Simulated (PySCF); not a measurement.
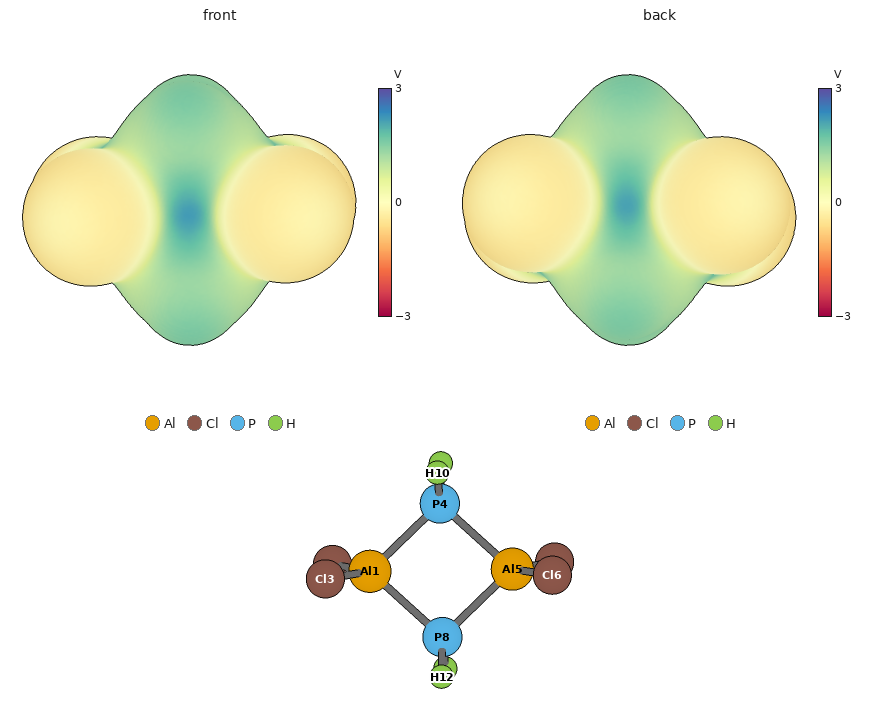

*Al₂Cl₄H₄P₂. The electrostatic potential painted on the density surface at 0.002 e/bohr³, seen from the front and from behind; the colour scale runs from red (negative) to blue (positive). The bare structure is drawn below in the same view.*

Geometry: PBE0-D3(BJ)/def2-SVP.

Theory: PySCF 2.14.0, PBE0/pcSseg-1 Al:pcSseg-2, SCF density, gas phase, non-relativistic.

```json
{"atom": "Al", "x (Å)": "-1.6429", "y (Å)": "-0.1561", "z (Å)": "-0.6042"}
{"atom": "Cl", "x (Å)": "-2.6656", "y (Å)": "1.5999", "z (Å)": "-1.1737"}
{"atom": "Cl", "x (Å)": "-2.5259", "y (Å)": "-2.0669", "z (Å)": "-0.7266"}
{"atom": "P", "x (Å)": "-0.5761", "y (Å)": "0.1554", "z (Å)": "1.5497"}
{"atom": "Al", "x (Å)": "1.6579", "y (Å)": "0.1492", "z (Å)": "0.6102"}
{"atom": "Cl", "x (Å)": "2.7326", "y (Å)": "-1.5649", "z (Å)": "1.2105"}
{"atom": "Cl", "x (Å)": "2.4909", "y (Å)": "2.0852", "z (Å)": "0.6967"}
{"atom": "P", "x (Å)": "0.5937", "y (Å)": "-0.1912", "z (Å)": "-1.5403"}
{"atom": "H", "x (Å)": "-0.9421", "y (Å)": "1.3308", "z (Å)": "2.2457"}
{"atom": "H", "x (Å)": "-0.8334", "y (Å)": "-0.8576", "z (Å)": "2.5023"}
{"atom": "H", "x (Å)": "0.8679", "y (Å)": "0.8107", "z (Å)": "-2.5005"}
{"atom": "H", "x (Å)": "0.9585", "y (Å)": "-1.3773", "z (Å)": "-2.2189"}
```

> Describe the electrostatic potential map.

The most negative region (about −0.6 V) lies over Cl2, Cl3, Cl6 and Cl7, the most positive (about +2.1 V) over Al1, Al5 and P8.
